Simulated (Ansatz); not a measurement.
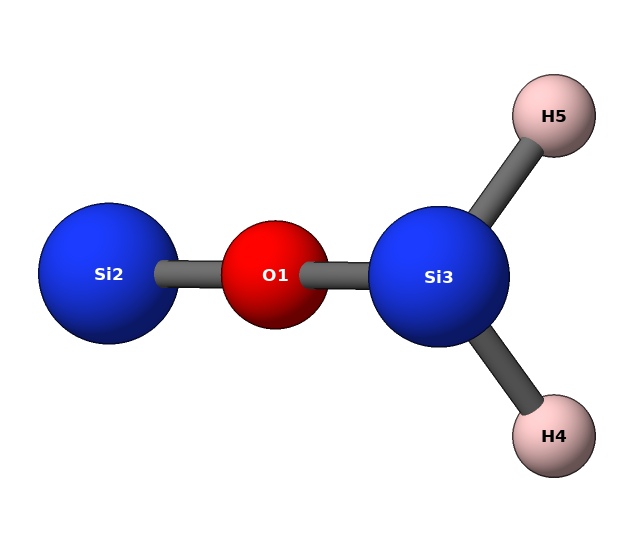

The questions are on Mulliken charges. Computed geometry: PBE0-D4/def2-TZVP optimisation. No frequency run is at hand to confirm it as a minimum. Level of theory: RKS PBE0-D4/def2-TZVP (Ansatz 0.2.0).

Q: Which atom carries the highest charge (most positive or least negative)?

A: Si2 (0.43 e).

Q: And the lowest?

A: O1 (−0.23 e).

List the Mulliken charges.

```json
{"atom": "O1", "value (e)": "−0.23"}
{"atom": "Si2", "value (e)": "0.43"}
{"atom": "Si3", "value (e)": "−0.11"}
{"atom": "H4", "value (e)": "−0.05"}
{"atom": "H5", "value (e)": "−0.05"}
```

Mulliken values depend strongly on the basis set and can even reverse the polarity of a bond.
